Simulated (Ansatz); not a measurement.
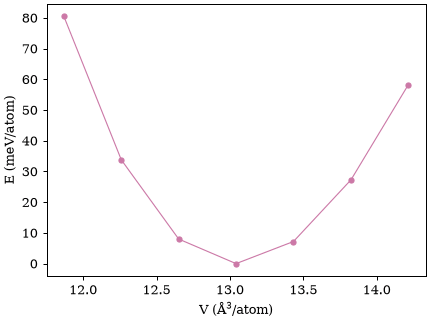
*TaSnO3 (cubic perovskite, Pm-3m) under volume change, DFT-PBEsol in the program Ansatz with PAW potentials, scaled uniformly.*

Problem. What does a third-order Birch–Murnaghan fit give for V₀, B₀ and B′?

Solution. V₀ = 13.04 Å³/atom, B₀ = 206 GPa, B′ = 4.4.

The workflow started from an entry of the Crystallography Open Database (COD). Its standing as an ambient phase is unchecked. The cell was relaxed with PBEsol under the symmetry of its start; of distortions, only those at the zone centre were tested, and some modes there are weakly imaginary. The run is not spin-polarised. Scalar-relativistic: spin–orbit coupling is off unless named, which matters more the heavier the elements.

Potentials: the later of the program's two PAW sets.
